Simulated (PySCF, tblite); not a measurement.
Coordinates of C₇H₈SSi, SMILES C#CC1(C#C)C[SiH2]CS1 (Å):

```xyz
17

C     -2.4770     2.0719    -1.0970
C     -1.6342     1.2899    -0.7638
C     -0.6106     0.3558    -0.3482
C     -1.1255    -0.9962    -0.3897
C     -1.5124    -2.1278    -0.4487
C     -0.0468     0.7001     1.0367
Si     1.5952    -0.2458     1.2383
C      1.9568    -0.5737    -0.6102
S      0.8047     0.4573    -1.5732
H     -3.2156     2.7561    -1.3906
H     -1.8700    -3.1128    -0.4945
H     -0.7905     0.4569     1.7967
H      0.1197     1.7785     1.0791
H      1.4174    -1.5148     1.9440
H      2.6244     0.6072     1.8317
H      1.8018    -1.6127    -0.8989
H      2.9555    -0.2780    -0.9215
```

GIAO shifts, PBE0/pcSseg-1, PySCF, at a GFN2-xTB geometry (a minimum by its frequencies), against TMS for ¹³C, TMS for ²⁹Si and TMS for ¹H computed at the same level. Gas phase, fully decoupled, line heights follow the number of nuclei, widths are arbitrary (no quadrupolar broadening); values of one conformer, averaged over nuclei that symmetry, rotation about single bonds or ring flips exchange, these motions taken as fast; other conformers aren't averaged in.

Question: How many ¹³C lines appear, and where?

Answer: 5 signals.


| δ (ppm) | nuclei | atoms |
| --- | --- | --- |
| 87.5 | 2 | C2, C4 |
| 80.2 | 2 | C1, C5 |
| 45.7 | 1 | C3 |
| 33.0 | 1 | C6 |
| 16.6 | 1 | C8 |

Question: How many ²⁹Si lines appear, and where?

Answer: 1 signal.


```tsv
δ (ppm)	nuclei	atoms
−20.1	1	Si7
```

Question: Predict the ¹H spectrum.

Answer: 4 signals.


| δ (ppm) | nuclei | atoms |
| --- | --- | --- |
| 4.55 | 2 | H14, H15 |
| 2.43 | 2 | H16, H17 |
| 2.09 | 2 | H10, H11 |
| 1.79 | 2 | H12, H13 |

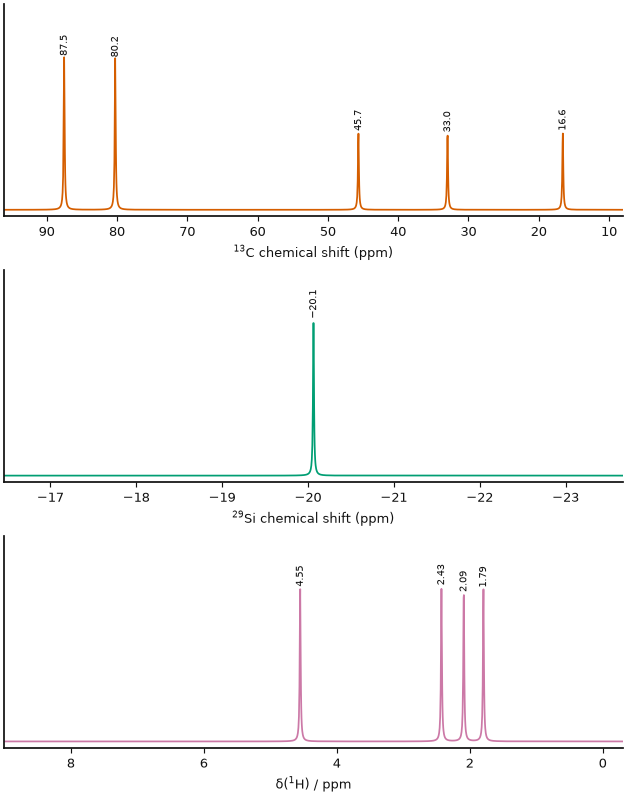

Known limits of this run: the tight-binding geometry is rougher than a DFT one and adds to the error.
